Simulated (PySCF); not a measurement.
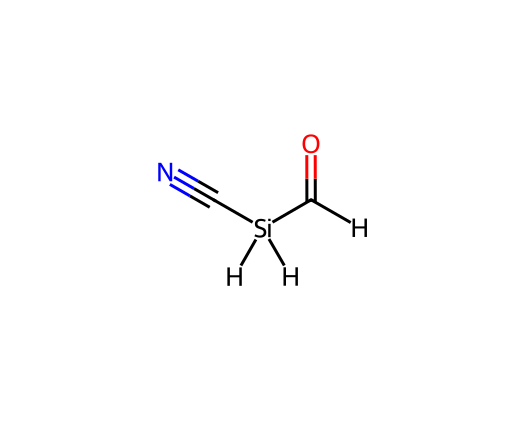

Structural formula above. The geometry was computed by an optimisation with PBE0-D3(BJ)/def2-SVP. No frequency run is at hand to confirm it as a minimum.

What does the molecule look like in three dimensions?

The molecule is C2H3NOSi. As SMILES it reads `N#C[SiH2]C=O`. It has no ring. Among its groups: nitrile, Si–H bond. Coordination: 1 C linear; 1 Si tetrahedral; 1 C trigonal planar.

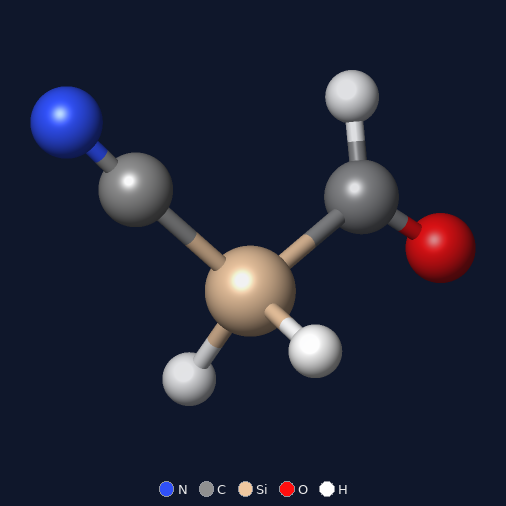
